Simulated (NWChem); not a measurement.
# UHF/6-31G(d) (spherical functions) run of SiNH4O2 (SMILES N[Si](O)O), part 2 of 2

NWChem 7.3.0.

## (3) The singlet cation: a structure relaxation at HF/6-31G(d) (spherical functions)

File calc.nw:

```
start calc
memory stack 880 mb heap 220 mb global 1100 mb
charge 1

geometry noautosym
  N       -0.498000       1.267000       0.129300
  Si       0.096000      -0.243600      -0.376000
  O        1.641600      -0.288300       0.202600
  O       -0.956500      -1.334700       0.277900
  H        0.071200       2.094000       0.065100
  H       -1.483600       1.467400       0.110500
  H        2.250900      -0.848000      -0.280900
  H       -1.029400      -2.171000      -0.184200
end

basis spherical bse
  N library 6-31G*
  Si library 6-31G*
  O library 6-31G*
  H library 6-31G*
end

scf
  thresh 1e-07
  maxiter 80
  print low
end

driver
  maxiter 60
end

freq
  temp 3 298.15 400 700
end

task scf optimize
task scf frequencies
```

On the command line:

```
$ nwchem calc.nw > calc.out
```

Output:

```text
Northwest Computational Chemistry Package (NWChem) 7.3.0
             --------------------------------------------------------

           Job information
           ---------------

    nwchem branch   = 7.3.0
    use scalapack   = T
    input           = calc.nw
    prefix          = calc.
    data base       = ./calc.db
    status          = startup
    nproc           =        1

           Memory information
           ------------------

    heap     =     28835840 doubles =      220.0 Mbytes
    stack    =    115343357 doubles =      880.0 Mbytes
    global   =    144179200 doubles =     1100.0 Mbytes (distinct from heap & stack)
    total    =    288358397 doubles =     2200.0 Mbytes
    verify   = yes
    hardfail = no

           Directory information
           ---------------------

  0 permanent = .
  0 scratch   = .

                                NWChem Input Module
                                -------------------

 Scaling coordinates for geometry "geometry" by  1.889725989
 (inverse scale =  0.529177249)

          ------
          auto-z
          ------
  no constraints, skipping    0.0000000000000000
  no constraints, skipping    0.0000000000000000

                             Geometry "geometry" -> ""
                             -------------------------

 Output coordinates in angstroms (scale by  1.889725989 to convert to a.u.)

  No.       Tag          Charge          X              Y              Z
 ---- ---------------- ---------- -------------- -------------- --------------
    1 N                    7.0000    -0.57477805     1.43731707     0.14891951
    2 Si                  14.0000     0.01922195    -0.07328293    -0.35638049
    3 O                    8.0000     1.56482195    -0.11798293     0.22221951
[... 4 lines of this table left out ...]
    8 H                    1.0000    -1.10617805    -2.00068293    -0.16458049

      Atomic Mass
      -----------

      N                 14.003070
      Si                27.976930
      O                 15.994910
      H                  1.007825

 Effective nuclear repulsion energy (a.u.)     176.8424180460

            Nuclear Dipole moment (a.u.)
            ----------------------------
        X                 Y               Z
 ---------------- ---------------- ----------------
    -0.0000000000     0.0000000000     0.0000000000

                                Z-matrix (autoz)
                                --------

 Units are Angstrom for bonds and degrees for angles

      Type          Name      I     J     K     L     M      Value
      ----------- --------  ----- ----- ----- ----- ----- ----------
    1 Stretch                  1     2                       1.70002
    2 Stretch                  1     5                       1.00600
    3 Stretch                  1     6                       1.00594
    4 Stretch                  2     3                       1.65096
    5 Stretch                  2     4                       1.65101
    6 Stretch                  3     7                       0.95827
    7 Stretch                  4     8                       0.95825
    8 Bend                     1     2     3               104.30002
    9 Bend                     1     2     4               104.28628
   10 Bend                     2     1     5               120.91757
   11 Bend                     2     1     6               120.91761
   12 Bend                     2     3     7               115.73713
   13 Bend                     2     4     8               115.73861
   14 Bend                     3     2     4               116.11081
   15 Bend                     5     1     6               112.91721
   16 Torsion                  1     2     3     7        -153.89922
   17 Torsion                  1     2     4     8         154.07485
   18 Torsion                  3     2     1     5          42.59520
   19 Torsion                  3     2     1     6        -164.81164
   20 Torsion                  3     2     4     8         -91.80463
   21 Torsion                  4     2     1     5         164.84303
   22 Torsion                  4     2     1     6         -42.56381
   23 Torsion                  4     2     3     7          91.98808

            XYZ format geometry
            -------------------
     8
 geometry
 N                    -0.57477805     1.43731707     0.14891951
 Si                    0.01922195    -0.07328293    -0.35638049
 O                     1.56482195    -0.11798293     0.22221951
[... 4 lines of this table left out ...]
 H                    -1.10617805    -2.00068293    -0.16458049

 ==============================================================================
                                internuclear distances
 ------------------------------------------------------------------------------
       center one      |      center two      | atomic units |  angstroms
 ------------------------------------------------------------------------------
    2 Si               |   1 N                |     3.21258  |     1.70002
    3 O                |   2 Si               |     3.11985  |     1.65096
    4 O                |   2 Si               |     3.11996  |     1.65101
[... 134 lines left out ...]
 Nuclear repulsion energy =    176.842418045982
[... 67 lines left out ...]
      Two-electron energy =    357.095341486836
[... 71 lines left out ...]
         Total SCF energy =   -495.245767430909
[... 69 lines left out ...]
         Total SCF energy =   -495.258864896506
[... 45 lines left out ...]
            Nuclear Dipole moment (a.u.)
[... 50 lines left out ...]
@    2    -495.26182617 -1.6D-02  0.02106  0.00848  0.11226  0.25858     48.2
[... 53 lines left out ...]
     step= 1.00 grad=-6.2D-03 hess= 1.6D-03 energy=   -495.266485 mode=downhill
[... 67 lines left out ...]
      Two-electron energy =    360.772788398356
[... 68 lines left out ...]
      Two-electron energy =    359.985730705370
[... 71 lines left out ...]
         Total SCF energy =   -495.270055784129
[... 67 lines left out ...]
         Total SCF energy =   -495.270702425519
[... 45 lines left out ...]
            Nuclear Dipole moment (a.u.)
[... 50 lines left out ...]
@    5    -495.27087027 -8.1D-04  0.00692  0.00271  0.02991  0.07213     96.3
[... 52 lines left out ...]
     step= 1.00 grad=-9.1D-04 hess= 1.4D-04 energy=   -495.271640 mode=downhill
[... 67 lines left out ...]
      Two-electron energy =    359.974966978087
[... 67 lines left out ...]
      Two-electron energy =    359.395386724097
[... 71 lines left out ...]
         Total SCF energy =   -495.272954669282
[... 67 lines left out ...]
         Total SCF energy =   -495.273340315592
[... 45 lines left out ...]
            Nuclear Dipole moment (a.u.)
[... 50 lines left out ...]
@    8    -495.27403508 -1.1D-03  0.00950  0.00322  0.03801  0.07393    144.4
[... 53 lines left out ...]
     step= 1.00 grad=-1.1D-03 hess= 2.1D-04 energy=   -495.274922 mode=downhill
[... 67 lines left out ...]
      Two-electron energy =    359.688706289946
[... 68 lines left out ...]
      Two-electron energy =    359.367495697502
[... 71 lines left out ...]
         Total SCF energy =   -495.276181240669
[... 68 lines left out ...]
         Total SCF energy =   -495.276427585039
[... 45 lines left out ...]
            Nuclear Dipole moment (a.u.)
[... 50 lines left out ...]
@   11    -495.27646868 -2.9D-04  0.00099  0.00052  0.02515  0.06252    192.4
[... 52 lines left out ...]
     step= 1.00 grad=-9.5D-05 hess= 5.4D-05 energy=   -495.276510 mode=downhill
[... 67 lines left out ...]
      Two-electron energy =    359.290871136219
[... 68 lines left out ...]
      Two-electron energy =    359.254968261173
[... 71 lines left out ...]
         Total SCF energy =   -495.276516010924
[... 68 lines left out ...]
         Total SCF energy =   -495.276517043296
[... 45 lines left out ...]
            Nuclear Dipole moment (a.u.)
[... 50 lines left out ...]
@   14    -495.27651715 -1.1D-06  0.00005  0.00002  0.00108  0.00240    234.0
[... 48 lines left out ...]
     step= 1.00 grad=-8.5D-08 hess= 3.4D-08 energy=   -495.276517 mode=accept
[... 90 lines left out ...]
      Optimization converged
[... 132 lines left out ...]
      One-electron energy =  -1036.048226743027
[... 51 lines left out ...]
 Derivative Dipole
[... 6 lines left out ...]
 d_dipole_x/<atom=   2,y> =    -0.0209     [   -0.1002]
[... 5 lines left out ...]
 d_dipole_x/<atom=   4,y> =    -0.2350     [   -1.1286]
[... 5 lines left out ...]
 d_dipole_x/<atom=   6,y> =     0.0066     [    0.0315]
[... 5 lines left out ...]
 d_dipole_x/<atom=   8,y> =     0.0893     [    0.4289]
[... 6 lines left out ...]
 d_dipole_y/<atom=   2,x> =    -0.0208     [   -0.1001]
[... 5 lines left out ...]
 d_dipole_y/<atom=   4,x> =    -0.3404     [   -1.6351]
[... 5 lines left out ...]
 d_dipole_y/<atom=   6,x> =    -0.0907     [   -0.4358]
[... 5 lines left out ...]
 d_dipole_y/<atom=   8,x> =     0.0482     [    0.2313]
[... 6 lines left out ...]
 d_dipole_z/<atom=   1,z> =    -0.8652     [   -4.1556]
[... 5 lines left out ...]
 d_dipole_z/<atom=   3,z> =    -0.6942     [   -3.3342]
[... 5 lines left out ...]
 d_dipole_z/<atom=   5,z> =     0.3587     [    1.7229]
[... 5 lines left out ...]
 d_dipole_z/<atom=   7,z> =     0.4408     [    2.1173]
[... 119 lines left out ...]
          MASS-WEIGHTED PROJECTED HESSIAN (Hartree/Bohr/Bohr/Kamu)
[... 2 lines left out ...]
               1            2            3            4            5            6            7            8            9           10
   ----- ----- ----- ----- -----
    1    5.89468D+01
    2   -3.48412D-01  5.99341D+01
    3   -2.64967D+00  2.58955D+00  3.50489D+00
    4   -6.13396D+00  5.84740D+00  4.86868D-01  2.87816D+01
[... 19 lines of this table left out ...]
   24    2.42074D-02  4.16042D-02  2.26656D-01  6.80928D-02  1.94828D-01 -3.22697D-01  4.53618D-02 -1.24795D-02 -3.67476D-01  5.76502D-01

              11           12           13           14           15           16           17           18           19           20
   ----- ----- ----- ----- -----
   11    5.74380D+01
   12    2.05090D+00  1.13572D+00
   13    1.51876D+00  9.59972D-02  2.13081D+02
   14   -7.47938D-02 -3.56860D-02  2.11433D+02  3.65218D+02
[... 9 lines of this table left out ...]
   24   -7.26148D+00 -1.35855D+00  5.01191D-02 -6.98804D-02  1.69952D+00 -8.89823D-03  6.20097D-03 -3.61971D-01  6.56723D-02  6.45599D-02

              21           22           23           24
   ----- ----- ----- ----- -----
   21    6.75232D+00
   22    7.12938D-02  2.17411D+01
   23    6.96474D-02 -5.11807D+01  5.86241D+02
   24    9.03021D-01 -3.03328D+00  2.77956D+01  5.49095D+00

 center of mass
 --------------
 x =  -0.01981370 y =   0.05033839 z =   0.00729113

 moments of inertia (a.u.)
 ------------------
         244.822387780986          -0.959230071899          11.466923206641
          -0.959230071899         245.700307407085         -11.052657072332
          11.466923206641         -11.052657072332         488.437343678612

 Rotational Constants
 --------------------
 A=   0.246614 cm-1  (  0.354815 K)
 B=   0.245341 cm-1  (  0.352983 K)
 C=   0.122988 cm-1  (  0.176948 K)

 Temperature                      =   298.15K
 frequency scaling parameter      =   1.0000

 Zero-Point correction to Energy  =   37.021 kcal/mol  (  0.058996 au)
 Thermal correction to Energy     =   40.502 kcal/mol  (  0.064544 au)
 Thermal correction to Enthalpy   =   41.094 kcal/mol  (  0.065488 au)

 Total Entropy                    =   72.452 cal/mol-K
   - Translational                =   38.960 cal/mol-K (mol. weight =  78.0011)
   - Rotational                   =   24.876 cal/mol-K (symmetry #  =        1)
   - Vibrational                  =    8.617 cal/mol-K

 Cv (constant volume heat capacity) =   19.427 cal/mol-K
   - Translational                  =    2.979 cal/mol-K
   - Rotational                     =    2.979 cal/mol-K
   - Vibrational                    =   13.468 cal/mol-K

 Temperature                      =   400.00K
 frequency scaling parameter      =   1.0000

 Zero-Point correction to Energy  =   37.021 kcal/mol  (  0.058996 au)
 Thermal correction to Energy     =   42.673 kcal/mol  (  0.068004 au)
 Thermal correction to Enthalpy   =   43.467 kcal/mol  (  0.069270 au)

 Total Entropy                    =   79.274 cal/mol-K
   - Translational                =   40.419 cal/mol-K (mol. weight =  78.0011)
   - Rotational                   =   25.751 cal/mol-K (symmetry #  =        1)
   - Vibrational                  =   13.104 cal/mol-K

 Cv (constant volume heat capacity) =   22.998 cal/mol-K
   - Translational                  =    2.979 cal/mol-K
   - Rotational                     =    2.979 cal/mol-K
   - Vibrational                    =   17.039 cal/mol-K

 Temperature                      =   700.00K
 frequency scaling parameter      =   1.0000

 Zero-Point correction to Energy  =   37.021 kcal/mol  (  0.058996 au)
 Thermal correction to Energy     =   50.560 kcal/mol  (  0.080573 au)
 Thermal correction to Enthalpy   =   51.951 kcal/mol  (  0.082788 au)

 Total Entropy                    =   94.949 cal/mol-K
   - Translational                =   43.198 cal/mol-K (mol. weight =  78.0011)
   - Rotational                   =   27.418 cal/mol-K (symmetry #  =        1)
   - Vibrational                  =   24.332 cal/mol-K

 Cv (constant volume heat capacity) =   28.763 cal/mol-K
   - Translational                  =    2.979 cal/mol-K
   - Rotational                     =    2.979 cal/mol-K
   - Vibrational                    =   22.804 cal/mol-K

          -------------------------------------------------
          NORMAL MODE EIGENVECTORS IN CARTESIAN COORDINATES
          -------------------------------------------------
             (Projected Frequencies expressed in cm-1)

                    1           2           3           4           5           6

 P.Frequency       -0.00       -0.00       -0.00       -0.00        0.00        0.00

           1     0.12467    -0.10937    -0.04087     0.00106     0.00522    -0.00689
[... 22 lines of this table left out ...]
          24     0.00025     0.00010    -0.00024     0.29143    -0.07716     0.02942

                    7           8           9          10          11          12

 P.Frequency      269.33      282.80      330.31      368.25      381.91      483.94

           1     0.00003     0.12487     0.02967     0.00357     0.00197    -0.00002
[... 22 lines of this table left out ...]
          24    -0.63065    -0.00865     0.01841     0.07534     0.65611     0.23920

                   13          14          15          16          17          18

 P.Frequency      626.50      630.53      719.44      919.76      920.76     1216.42

           1     0.00727    -0.00527    -0.00516    -0.05911    -0.11195     0.04626
[... 22 lines of this table left out ...]
          24    -0.02585     0.07483     0.02363     0.00437    -0.00053     0.00341

                   19          20          21          22          23          24

 P.Frequency     1233.53     1740.04     3762.63     3861.85     4074.42     4086.23

           1     0.01654     0.03340     0.02072    -0.07469     0.00076     0.00061
[... 22 lines of this table left out ...]
          24    -0.00090     0.00028     0.00062     0.00006     0.03246    -0.03266

 ----------------------------------------------------------------------------
 Normal Eigenvalue ||    Projected Derivative Dipole Moments (debye/angs)
  Mode   [cm**-1]  ||      [d/dqX]             [d/dqY]           [d/dqZ]
 ------ ---------- || ------------------ ------------------ -----------------
    1       -0.000 ||       0.063               0.304             0.000
    2       -0.000 ||      -0.159               0.440            -0.000
    3       -0.000 ||      -0.529              -0.106            -0.000
[... 20 lines of this table left out ...]
   24     4086.231 ||      -1.504               3.766             0.242
 ----------------------------------------------------------------------------

 ----------------------------------------------------------------------------
 Normal Eigenvalue ||           Projected Infra Red Intensities
  Mode   [cm**-1]  || [atomic units] [(debye/angs)**2] [(KM/mol)] [arbitrary]
 ------ ---------- || -------------- ----------------- ---------- -----------
    1       -0.000 ||    0.004188           0.097         4.083       0.288
    2       -0.000 ||    0.009508           0.219         9.269       0.655
    3       -0.000 ||    0.012605           0.291        12.288       0.868
[... 20 lines of this table left out ...]
   24     4086.231 ||    0.715296          16.502       697.306      49.242
 ----------------------------------------------------------------------------

 vib:animation  F

 Task  times  cpu:       22.9s     wall:       22.9s
 Total times  cpu:      264.3s     wall:      264.3s
```

Run time: 4.4 min. Hardware: 1 thread of INTEL XEON PLATINUM 8581C at 2.10GHz (Emerald Rapids), shared host; peak memory 0.14 GiB.

Steps, from the record of the run:

| step | energy from the first frame kept (eV) |
| --- | --- |
| 0 | 0.0000 |
| 1 | -1.0995 |
| 2 | -1.5364 |
| 3 | -1.6996 |
| 4 | -1.7604 |
| 5 | -1.7825 |
| 6 | -1.8206 |
| 7 | -1.8393 |
| 8 | -1.8687 |
| 9 | -1.9083 |
| 10 | -1.9271 |
| 11 | -1.9349 |
| 12 | -1.9360 |
| 13 | -1.9362 |
| 14 | -1.9362 |
| 15 | -1.9362 |

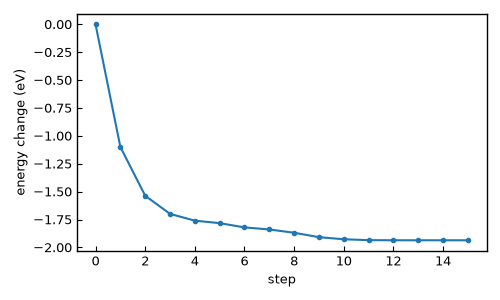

Energy along the run.

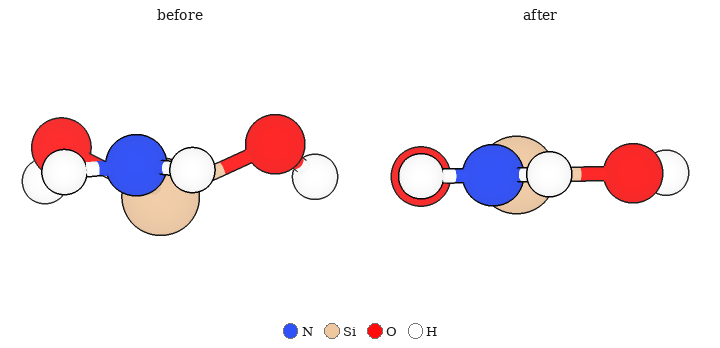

Before and after, at one scale.

After the run. Bond lengths: N1–Si2 1.626 Å, Si2–O3 1.564 Å, Si2–O4 1.564 Å, N1–H5 1.002 Å, N1–H6 1.002 Å, O3–H7 0.951 Å, O4–H8 0.951 Å. Angles: N1–Si2–O3 117.3°, N1–Si2–O4 117.3°, O3–Si2–O4 125.4°, Si2–N1–H5 123.1°, Si2–N1–H6 123.1°, Si2–O3–H7 133.1°, Si2–O4–H8 133.1°, H5–N1–H6 113.9°.

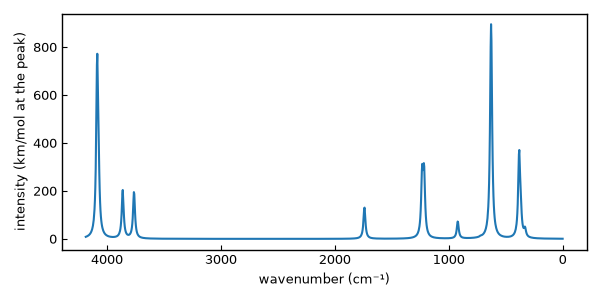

Harmonic infrared spectrum, unscaled, lines broadened by 10 cm⁻¹.

## (4) What came out

This closing draws on all 2 parts.

At UHF/6-31G* (spherical functions):

```
                                                               quantity          value
                             run 1, UHF/6-31G*: total energy at the end  -495.48233 Eh
                                                run 1, UHF/6-31G*: ⟨S²⟩          0.754
                          run 1, UHF/6-31G*: lowest harmonic wavenumber       160 cm⁻¹
                         run 1, UHF/6-31G*: highest harmonic wavenumber      4133 cm⁻¹
                                   run 1, UHF/6-31G*: zero-point energy   150.7 kJ/mol
                                singlet cation: total energy at the end  -495.27652 Eh
                             singlet cation: lowest harmonic wavenumber       269 cm⁻¹
                            singlet cation: highest harmonic wavenumber      4086 cm⁻¹
                                      singlet cation: zero-point energy   154.9 kJ/mol
adiabatic ionisation energy (to the singlet cation, no zero-point term)       5.601 eV
```

What this shows: The program (singlet cation) took a symmetry number of 1 where this shape has 2, so the entropy in its output is too high by R ln(2/1) = 1.38 cal/(mol K). The adiabatic ionisation energy (to the singlet cation, no zero-point term) is 5.60 eV (540 kJ/mol). All 18 modes (run 1, UHF/6-31G*) are real, so the shape is a minimum at this level. The optimisation (run 1, UHF/6-31G*) took 12 steps and changed the energy by -0.022 eV. All 18 modes (singlet cation) are real, so the shape is a minimum at this level. The optimisation (singlet cation) took 16 steps and changed the energy by -1.936 eV.
